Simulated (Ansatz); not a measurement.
**SnSiH3Cl2F (SMILES [F][Sn]([SiH3])([Cl])[Cl]): levels of theory compared**

We compute a comparison of 6 runs (HF/STO-3G, HF/def2-SVP, HF/def2-TZVP, B3LYP/def2-SVP, PBE/def2-TZVP, PBE0/def2-TZVP) of SnSiH3Cl2F. 

The calculation is run with Ansatz 0.2.0.

1 further run of the same task is left out (it didn't finish).

## 1. Starting point

SnSiH3Cl2F has 8 atoms, charge 0, and is taken as a singlet. As SMILES, `[F][Sn]([SiH3])([Cl])[Cl]`. The coordinates come from a PBE0-D4/def2-TZVP relaxation.

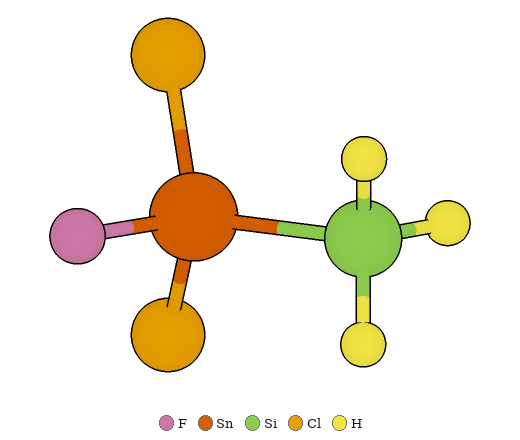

The structure, seen from a chosen angle (fluorine pink, tin orange, silicon green, chlorine amber, hydrogen yellow).

## 2. Energy and gradient at HF/STO-3G (run 1)

input.yaml reads:

```yaml
crystal:
  periodic: [false, false, false]
  atoms:
    - {symbol: F, position_ang: [-1.918300, 1.631500, 0.276500]}
    - {symbol: Sn, position_ang: [-0.703800, 0.513200, -0.686400]}
    - {symbol: Si, position_ang: [0.920800, -0.662100, 0.913400]}
    - {symbol: Cl, position_ang: [-2.077700, -0.901400, -1.889500]}
    - {symbol: Cl, position_ang: [0.289900, 1.941900, -2.205400]}
    - {symbol: H, position_ang: [1.803300, -1.505800, 0.075800]}
    - {symbol: H, position_ang: [0.101400, -1.472700, 1.842400]}
    - {symbol: H, position_ang: [1.676600, 0.398400, 1.617500]}
basis:
  gaussian: {orbitals: STO-3G}
hamiltonian: {xc: hf}
accuracy: high
output: {forces: true, orbitals: {seedname: orbitals}}
```

Started as:

```sh
ansatz run input.yaml --threads 1 --pin off --max-ram 2610MiB --events-out events.jsonl --progress --plain --runs-dir runs
```

What it wrote:

```text
Warning: RAYON_NUM_THREADS=1 ignored (pool sized by the plan → 1); use --threads N
Functional definition: HF
  name "HF"
  exchange = exact_x
  correlation = 0
1244 factors; integrals over basis functions are off by at most 9.1e-9 eV
mean field evaluation 1: about -197497.8140 eV, gradient 2.3e1 eV
mean field evaluation 2: about -197497.8911 eV, gradient 2.3e1 eV
mean field evaluation 4: about -197501.1950 eV, gradient 1.6e0 eV
mean field evaluation 8: about -197501.2144 eV, gradient 7.8e-2 eV
mean field -197501.21447220 eV, -7258.0357607221 hartree, gradient 1.9e-8 eV, S^2 0.000000; 0 other end points of the search recorded, 0 dependent functions left out
the calculation of the forces begins
reference -197501.21447220 eV, -7258.0357607221 hartree; 55, 55 occupied and 7, 7 virtual orbitals, 1244 factors
Total energy: -197501.21447220 eV, -7258.0357607221 hartree
Atom 0 at    -1.918300     1.631500     0.276500 Å, force     0.567233    -0.537678    -0.588781 eV/Å
Atom 1 at    -0.703800     0.513200    -0.686400 Å, force    -0.396341     0.453088     1.112847 eV/Å
Atom 2 at     0.920800    -0.662100     0.913400 Å, force     0.164604    -0.157406    -0.184631 eV/Å
Atom 3 at    -2.077700    -0.901400    -1.889500 Å, force     0.070779    -0.001049    -0.012953 eV/Å
Atom 4 at     0.289900     1.941900    -2.205400 Å, force     0.013187    -0.070340    -0.005629 eV/Å
Atom 5 at     1.803300    -1.505800     0.075800 Å, force    -0.783134     0.800187     1.170223 eV/Å
Atom 6 at     0.101400    -1.472700     1.842400 Å, force     1.063422     0.804325    -0.871398 eV/Å
Atom 7 at     1.676600     0.398400     1.617500 Å, force    -0.699749    -1.291126    -0.619677 eV/Å
Dipole moment:     0.482378    -0.311186     0.813514 e Å
```

Wall time 4.5 s (1 thread of Arm Neoverse V2, shared host); peak memory 0.2 GiB.

## 3. Energy and forces at HF/def2-SVP (core potential) (run 2)

in.yaml reads:

```yaml
basis:
  gaussian: {orbitals: def2-SVP}
crystal:
  periodic: [false, false, false]
  atoms:
    - {symbol: F, position_ang: [-1.918300, 1.631500, 0.276500]}
    - {symbol: Sn, position_ang: [-0.703800, 0.513200, -0.686400]}
    - {symbol: Si, position_ang: [0.920800, -0.662100, 0.913400]}
    - {symbol: Cl, position_ang: [-2.077700, -0.901400, -1.889500]}
    - {symbol: Cl, position_ang: [0.289900, 1.941900, -2.205400]}
    - {symbol: H, position_ang: [1.803300, -1.505800, 0.075800]}
    - {symbol: H, position_ang: [0.101400, -1.472700, 1.842400]}
    - {symbol: H, position_ang: [1.676600, 0.398400, 1.617500]}
hamiltonian: {xc: hf}
accuracy: high
output: {forces: true, orbitals: {seedname: orbitals}}
```

Started as:

```sh
ansatz run in.yaml --threads 1 --pin off --max-ram 2610MiB --events-out events.jsonl --progress --plain --runs-dir runs
```

What it wrote (excerpt; [...] marks lines left out):

```text
Warning: RAYON_NUM_THREADS=1 ignored (pool sized by the plan → 1); use --threads N
Functional definition: HF
  name "HF"
[...]
2339 factors; integrals over basis functions are off by at most 7.2e-9 eV
[...]
mean field -41419.18319924 eV, -1522.1269076413 hartree, gradient 8.1e-8 eV, S^2 0.000000; 0 other end points of the search recorded, 0 dependent functions left out
[...]
reference -41419.18319924 eV, -1522.1269076413 hartree; 41, 41 occupied and 68, 68 virtual orbitals, 2339 factors
Total energy: -41419.18319924 eV, -1522.1269076413 hartree
Atom 0 at    -1.918300     1.631500     0.276500 Å, force    -0.076947     0.069604     0.048180 eV/Å
Atom 1 at    -0.703800     0.513200    -0.686400 Å, force    -0.006096     0.038692     0.307654 eV/Å
Atom 2 at     0.920800    -0.662100     0.913400 Å, force     0.138195    -0.098942     0.139302 eV/Å
Atom 3 at    -2.077700    -0.901400    -1.889500 Å, force    -0.262164    -0.260896    -0.226835 eV/Å
Atom 4 at     0.289900     1.941900    -2.205400 Å, force     0.181347     0.271557    -0.286463 eV/Å
Atom 5 at     1.803300    -1.505800     0.075800 Å, force    -0.039597     0.045722     0.099447 eV/Å
Atom 6 at     0.101400    -1.472700     1.842400 Å, force     0.098716     0.045671    -0.049959 eV/Å
Atom 7 at     1.676600     0.398400     1.617500 Å, force    -0.033454    -0.111407    -0.031326 eV/Å
Dipole moment:     0.689367    -0.522532     0.462991 e Å
```

Wall time 9.9 s (1 thread of Arm Neoverse V2, shared host); peak memory 0.41 GiB.

Run 3 isn't shown in full; the table further down has it.

## 4. Energy and forces at B3LYP/def2-SVP (core potential) (run 4)

molecule.yaml reads:

```yaml
crystal:
  periodic: [false, false, false]
  atoms:
    - {symbol: F, position_ang: [-1.918300, 1.631500, 0.276500]}
    - {symbol: Sn, position_ang: [-0.703800, 0.513200, -0.686400]}
    - {symbol: Si, position_ang: [0.920800, -0.662100, 0.913400]}
    - {symbol: Cl, position_ang: [-2.077700, -0.901400, -1.889500]}
    - {symbol: Cl, position_ang: [0.289900, 1.941900, -2.205400]}
    - {symbol: H, position_ang: [1.803300, -1.505800, 0.075800]}
    - {symbol: H, position_ang: [0.101400, -1.472700, 1.842400]}
    - {symbol: H, position_ang: [1.676600, 0.398400, 1.617500]}
basis:
  gaussian: {orbitals: def2-SVP}
hamiltonian: {xc: {name: B3LYP}}
accuracy: high
output: {forces: true, orbitals: {seedname: orbitals}}
```

Started as:

```sh
ansatz run molecule.yaml --threads 1 --pin off --max-ram 2610MiB --events-out events.jsonl --progress --plain --runs-dir runs
```

What it wrote (excerpt; [...] marks lines left out):

```text
Warning: RAYON_NUM_THREADS=1 ignored (pool sized by the plan → 1); use --threads N
Functional definition: B3LYP
  name "B3LYP"
[...]
2339 factors; integrals over basis functions are off by at most 7.2e-9 eV
[...]
mean field -41513.98944545 eV, -1525.6109729276 hartree, gradient 6.8e-8 eV, S^2 0.000000; 0 other end points of the search recorded, 0 dependent functions left out
[...]
reference -41513.98949219 eV, -1525.6109746451 hartree; 41, 41 occupied and 68, 68 virtual orbitals, 2339 factors
Total energy: -41513.98949219 eV, -1525.6109746451 hartree
Atom 0 at    -1.918300     1.631500     0.276500 Å, force    -0.566867     0.523503     0.461838 eV/Å
Atom 1 at    -0.703800     0.513200    -0.686400 Å, force     0.517441    -0.399052     0.291251 eV/Å
Atom 2 at     0.920800    -0.662100     0.913400 Å, force     0.035586    -0.025613     0.030098 eV/Å
Atom 3 at    -2.077700    -0.901400    -1.889500 Å, force    -0.464018    -0.493962    -0.398903 eV/Å
Atom 4 at     0.289900     1.941900    -2.205400 Å, force     0.352480     0.486432    -0.508317 eV/Å
Atom 5 at     1.803300    -1.505800     0.075800 Å, force     0.080599    -0.070735    -0.027061 eV/Å
Atom 6 at     0.101400    -1.472700     1.842400 Å, force    -0.026849    -0.068752     0.082690 eV/Å
Atom 7 at     1.676600     0.398400     1.617500 Å, force     0.071628     0.048179     0.068403 eV/Å
Dipole moment:     0.619175    -0.467431     0.433011 e Å
```

Run time: 22 s. Hardware: 1 thread of Arm Neoverse V2, shared host; peak memory 0.47 GiB.

Run 5 isn't shown in full; the table further down has it.

## 5. Energy and gradient at PBE0/def2-TZVP (core potential) (run 6)

run.yaml reads:

```yaml
crystal:
  periodic: [false, false, false]
  atoms:
    - symbol: F
      position_ang: [-1.918300, 1.631500, 0.276500]
    - symbol: Sn
      position_ang: [-0.703800, 0.513200, -0.686400]
    - symbol: Si
      position_ang: [0.920800, -0.662100, 0.913400]
    - symbol: Cl
      position_ang: [-2.077700, -0.901400, -1.889500]
    - symbol: Cl
      position_ang: [0.289900, 1.941900, -2.205400]
    - symbol: H
      position_ang: [1.803300, -1.505800, 0.075800]
    - symbol: H
      position_ang: [0.101400, -1.472700, 1.842400]
    - symbol: H
      position_ang: [1.676600, 0.398400, 1.617500]
basis:
  gaussian:
    orbitals: def2-TZVP
hamiltonian:
  xc: pbe0
accuracy: high
output: {forces: true, orbitals: {seedname: orbitals}}
```

Started as:

```sh
ansatz run run.yaml --threads 1 --pin off --max-ram 2610MiB --events-out events.jsonl --progress --plain --runs-dir runs
```

What it wrote (excerpt; [...] marks lines left out):

```text
Warning: RAYON_NUM_THREADS=1 ignored (pool sized by the plan → 1); use --threads N
Functional definition: PBE0
  name "PBE0"
[...]
3694 factors; integrals over basis functions are off by at most 1.9e-8 eV
[...]
mean field -41512.07191950 eV, -1525.5405051488 hartree, gradient 5.1e-8 eV, S^2 0.000000; 0 other end points of the search recorded, 0 dependent functions left out
[...]
reference -41512.07192325 eV, -1525.5405052866 hartree; 41, 41 occupied and 169, 169 virtual orbitals, 3694 factors
Total energy: -41512.07192325 eV, -1525.5405052866 hartree
Atom 0 at    -1.918300     1.631500     0.276500 Å, force    -0.007887     0.007233     0.004369 eV/Å
Atom 1 at    -0.703800     0.513200    -0.686400 Å, force     0.001375    -0.001299     0.003228 eV/Å
Atom 2 at     0.920800    -0.662100     0.913400 Å, force     0.010139    -0.006610     0.010879 eV/Å
Atom 3 at    -2.077700    -0.901400    -1.889500 Å, force    -0.018010    -0.012233    -0.012283 eV/Å
Atom 4 at     0.289900     1.941900    -2.205400 Å, force     0.007442     0.018192    -0.016036 eV/Å
Atom 5 at     1.803300    -1.505800     0.075800 Å, force     0.002519    -0.001386     0.003076 eV/Å
Atom 6 at     0.101400    -1.472700     1.842400 Å, force     0.002087    -0.002074     0.003530 eV/Å
Atom 7 at     1.676600     0.398400     1.617500 Å, force     0.002336    -0.001823     0.003237 eV/Å
Dipole moment:     0.642884    -0.484320     0.458631 e Å
```

Wall time 71 s (1 thread of Arm Neoverse V2, shared host); peak memory 1.2 GiB.

## 6. The series

| run | level | core potential | energy (Eh) | dipole moment (D) | HOMO energy (eV) | LUMO energy (eV) | wall time |
| --- | --- | --- | --- | --- | --- | --- | --- |
| 1 | HF/STO-3G | none | -7258.035761 | 4.78 | -9.04 | 6.41 | 4.5 s |
| 2 | HF/def2-SVP (core potential) | def2-SVP | -1522.126908 | 4.71 | -11.58 | 1.82 | 9.9 s |
| 3 | HF/def2-TZVP (core potential) | def2-TZVP | -1522.689686 | 4.72 | -11.59 | 1.56 | 48 s |
| 4 | B3LYP/def2-SVP (core potential) | def2-SVP | -1525.610975 | 4.27 | -8.47 | -2.13 | 22 s |
| 5 | PBE/def2-TZVP (core potential) | def2-TZVP | -1525.428712 | 4.25 | -7.66 | -2.98 | 50 s |
| 6 | PBE0/def2-TZVP (core potential) | def2-TZVP | -1525.540505 | 4.45 | -8.89 | -2.09 | 71 s |

## 7. Results

| quantity | value |
| --- | --- |
| run 6: total energy | -1525.54051 Eh |
| run 6: dipole moment | 4.45 D |
| run 6: HOMO energy | -8.89 eV |
| run 6: LUMO energy | -2.09 eV |
| run 6: HOMO–LUMO gap | 6.80 eV |
| run 6: largest force on an atom | 0.025 eV/Å |

In words: The dipole moment (its size) runs from 4.25 D (PBE/def2-TZVP) to 4.78 D (HF/STO-3G). The two ends differ in method and basis and core potential. The HOMO–LUMO gap runs from 4.68 eV (PBE/def2-TZVP) to 15.45 eV (HF/STO-3G). Totals of different functionals can't be ranked against each other. Some runs of one species differ in core potentials or relativity; totals across that change don't compare. In run 1 the basis is minimal, so the values are rough. In run 1 relativity is left out where basis or elements ask for it. All runs together took 3.4 min, the longest 71 s.
